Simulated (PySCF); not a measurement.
# CH3Cl2In, SMILES `C[In](Cl)Cl`: electronic structure

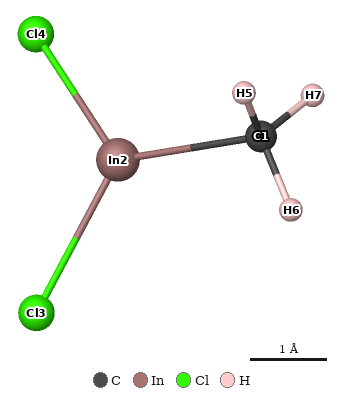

The molecule, with its atoms numbered as below. No frequency check shows the geometry to be a minimum.

Coordinates in Å:

```
C1       0.0201    2.4725   -0.0017
In2      0.0007    0.2426    0.0005
Cl3      1.9168   -1.0441   -0.0004
Cl4     -1.9294   -1.0233   -0.0004
H5      -0.2973    2.8121    0.9807
H6       1.0328    2.7975   -0.2170
H7      -0.6757    2.8132   -0.7628
```

Part 1: Bonding charge

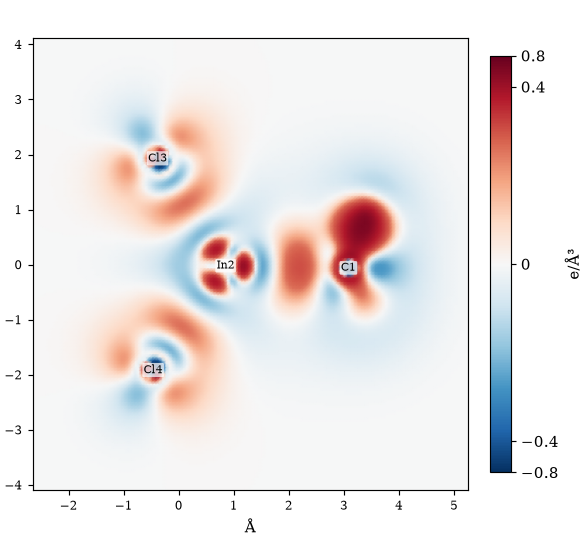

Deformation density (molecule less spherical, spin-averaged free atoms) in the plane of C1, In2, Cl3 and Cl4; colour scale in e/Å³, logarithmic beyond ±0.1; red: gain, blue: loss.

Level of theory: PBE/def2-TZVP (PySCF), at a geometry from GFN2-xTB. Core potentials replace the inner electrons of In; spin–orbit coupling isn't included.

> How much density has each bond in this plane gained at its critical point, relative to the free atoms?

C1–In2: +0.13 e/Å³ at the bond critical point (bond length 2.23 Å, Mayer order 0.9). In2–Cl3: +0.05 e/Å³ at the bond critical point (bond length 2.31 Å, Mayer order 1.0). In2–Cl4: +0.05 e/Å³ at the bond critical point (bond length 2.31 Å, Mayer order 1.0). In all, 1.5 electrons gather in the regions of gain relative to the promolecule. A small or negative value marks a very polar bond, one between electron-rich atoms, whose free-atom densities already overlap strongly, a long bond to a heavier atom, or a closed-shell contact such as a hydrogen bond.

> Where do the Hirshfeld charges lie?

The highest Hirshfeld charge is on In2 (+0.53 e), the lowest on Cl3 (−0.24 e).

| atom | charge (e) |
| --- | --- |
| C1 | −0.19 |
| In2 | +0.53 |
| Cl3 | −0.24 |
| Cl4 | −0.24 |
| H5 | +0.04 |
| H6 | +0.04 |
| H7 | +0.04 |

Part 2: Bond critical points

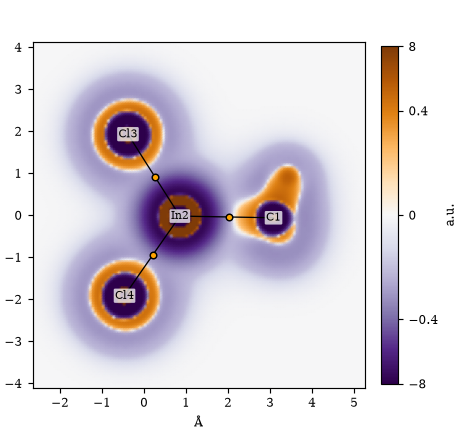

Negative Laplacian of the density (−∇²ρ) in the plane of C1, In2, Cl3 and Cl4 (orange positive, purple negative, colour scale in a.u., logarithmic beyond ±0.04), with bond paths and bond critical points (dots).

> Sort the bonds in the plane by the sign of ∇²ρ at their critical points.

At none is it concentrated. Depleted (∇²ρ > 0): In2–Cl3 (+0.23 a.u., H = −0.028); In2–Cl4 (+0.23 a.u., H = −0.028); C1–In2 (+0.10 a.u., H = −0.027).

Part 3: Local ionisation energy

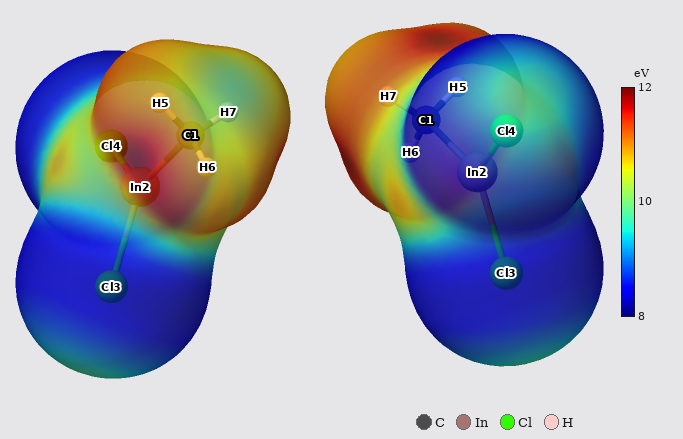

Average local ionisation energy on the surface of electron density 0.001 a.u. (back view left, front view right).

> Locate the minima of the map.

The lowest value is 8.2 eV, 2.1 Å from Cl3, and at like points elsewhere. Further minima include 8.2 eV, 2.1 Å from Cl3; 8.3 eV, 2.2 Å from Cl4; 9.7 eV, about equally far (1.9 Å) from C1, H5, H6 and H7. For comparison, the highest occupied orbital lies at −7.2 eV.

> What volume does the surface enclose, and what is the dipole moment?

About 133 Å³; the dipole moment is 3.3 D.

Part 4: In an electric field

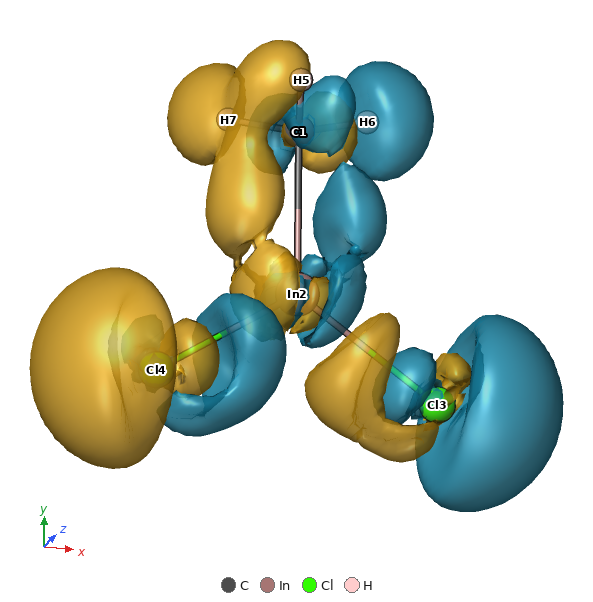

Change of the electron density in a uniform field of 0.21 V/Å, surfaces at ±0.0015 e/Å³ (yellow: gain, teal: loss).

PySCF calculation, PBE/def2-TZVP, gas phase; geometry: GFN2-xTB. Core potentials replace the inner electrons of In; spin–orbit coupling isn't included. A basis without diffuse functions makes polarisabilities too small.

> Along which Cartesian direction does the field point?

Along +x: electrons gather on the −x side, against the field.

> How large is the response?

The induced dipole is 0.86 D (along the field); α along this axis, from the fields in both directions, is 85 bohr³ (12.6 Å³).

> Which atoms gain and lose the most charge?

Electrons gather most on Cl4 (Hirshfeld charge changes by −0.024 e) and leave Cl3 most (+0.024 e); 0.061 electrons are displaced in all.

Part 5: Removing or adding an electron

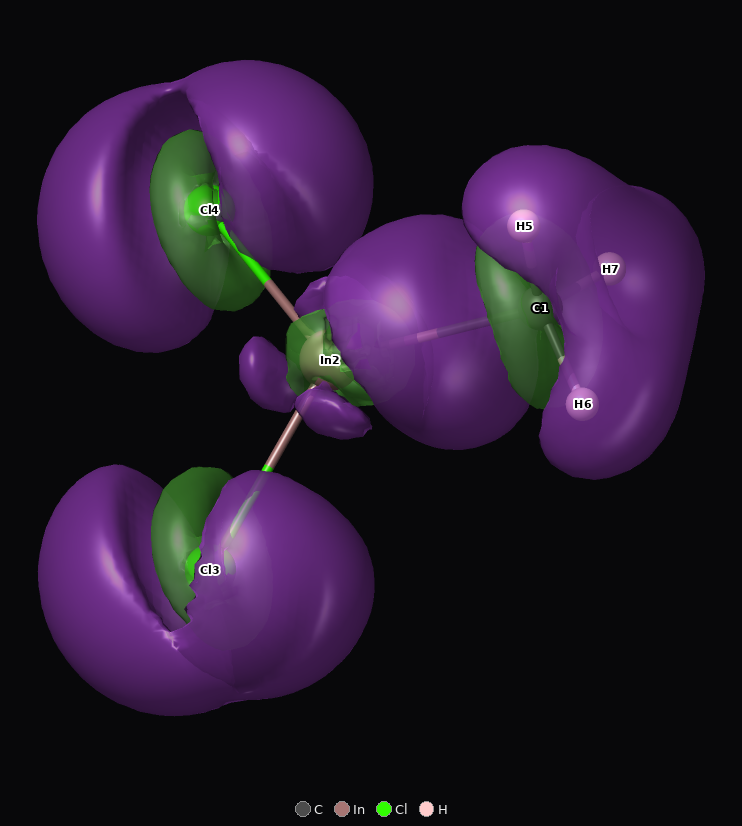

Fukui function f⁻ = ρ(N) − ρ(N−1) at fixed geometry, surfaces at ±0.01 e/Å³ (purple positive, green negative).

Method: PBE/def2-TZVP; geometry: GFN2-xTB; program: PySCF. Core potentials replace the inner electrons of In; spin–orbit coupling isn't included.

> Which atoms respond most to the removal of an electron?

f⁻ (Hirshfeld-condensed) is largest on Cl3 (0.28), Cl4 (0.28) and In2 (0.17); the vertical ionisation energy is 9.91 eV (the stability of the cation's solution wasn't checked). Condensed values hint at sites of electrophilic attack but needn't mark the atom that reacts. Shares this close don't rank the sites. Orbital relaxation makes it negative in places (0.13 e in all).

| atom | f⁻ | charge |
| --- | --- | --- |
| C1 | +0.12 | −0.19 |
| In2 | +0.17 | +0.53 |
| Cl3 | +0.28 | −0.24 |
| Cl4 | +0.28 | −0.24 |
| H5 | +0.05 | +0.04 |
| H6 | +0.05 | +0.04 |
| H7 | +0.05 | +0.04 |

The PySCF runs shown took 29 s, 67 s and 85 s on 1 thread of Arm Neoverse V2, on a shared host.
